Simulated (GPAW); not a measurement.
MgI2 (P-3m1): refractive index against wavelength

The refractive index of MgI2 (P-3m1) along x below the direct gap (3.66 eV on the mesh) is read from one computed spectrum, n = √(Re ε). x, y and z are the Cartesian axes of the input cell.

Symmetry: P-3m1, No. 164, trigonal system. Conventional cell: a = 4.140 Å, b = 4.140 Å, c = 6.880 Å, α = 90.00°, β = 90.00°, γ = 120.00°. I on site d is surrounded by 3 Mg at 2.94 Å. Mg on site a has 6 I at 2.94 Å as nearest neighbours.

Method: GPAW 26.7.0, PBE, RPA, k-mesh 10×10×5, local fields up to 60 eV, Lorentzian half width 0.15 eV.

Launch of the response step: `OMP_NUM_THREADS=1 python df.py`. The run took 7.4 min, its band step included, on 1 thread of Intel(R) Xeon(R) Platinum 8559C (Emerald Rapids) (shared host).

```tsv
wavelength (nm)	photon energy E (eV)	n
1550	0.800	2.0479
1310	0.946	2.0528
1064	1.165	?
850	1.459	2.0772
700	1.771	2.0986
633	1.959	2.1143
532	2.331	2.1528
```

In the single-oscillator model n² − 1 = E₀E_d/(E₀² − E²), so 1/(n² − 1) = E₀/E_d − E²/(E₀E_d) is linear in E².

Working, on the rows shown:

| x = E² (eV²) | y = 1/(n² − 1) |
| --- | --- |
| 0.639837 | 0.313097 |
| 0.895757 | 0.31114 |
| 2.12762 | 0.301681 |
| 3.13716 | 0.293762 |
| 3.83641 | 0.288162 |
| 5.43137 | 0.275137 |

Means: x̄ = 2.678, ȳ = 0.29716. Σ(x − x̄)(y − ȳ) = -0.1325, Σ(x − x̄)² = 16.77. Slope = -0.1325 / 16.77 = -0.007903; intercept = ȳ − slope · x̄ = 0.31833. Turned back into n, the line misses the rows shown by at most 0.00082.

Question: Fill in the last column of the withheld row.

Answer: At x = 1.3578 the line gives y = 0.3076, that is 2.0618. The run gave 2.0617, so the interpolation is off by 9.9e-05, 0.1 % of the range in the table.

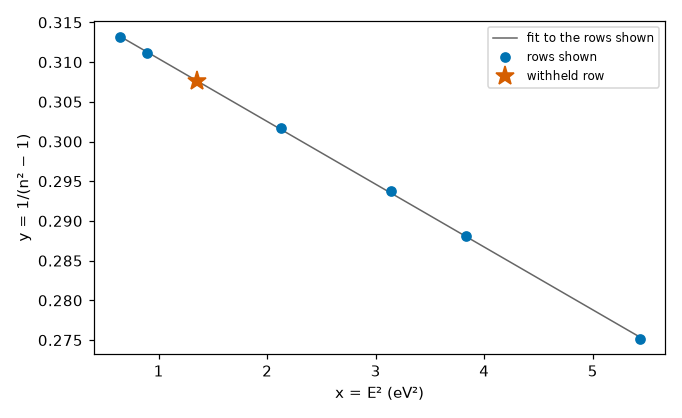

Refitted with all rows, the slope is -0.007905 and the intercept 0.31834. These give E₀ = √(intercept/−slope) = 6.35 eV and E_d = E₀/intercept = 19.9 eV; E₀ is 1.7 times the direct gap. The electronic limit at long wavelengths, without lattice vibrations, is n = √(1 + 1/intercept) = 2.035. The cell comes from an older database entry, whose edges can be off by a per cent or so. Excitons are left out; PBE gaps are as a rule too small. The values come from a sum over the points of one k-mesh and carry its error, which grows as the direct gap shrinks. Spin-orbit coupling is left out.

[Logs are printed without paths, hosts, clocks, repeated set-up lines and the standing remarks that a program may print on its own settings, such as how far it seeks lower states.]
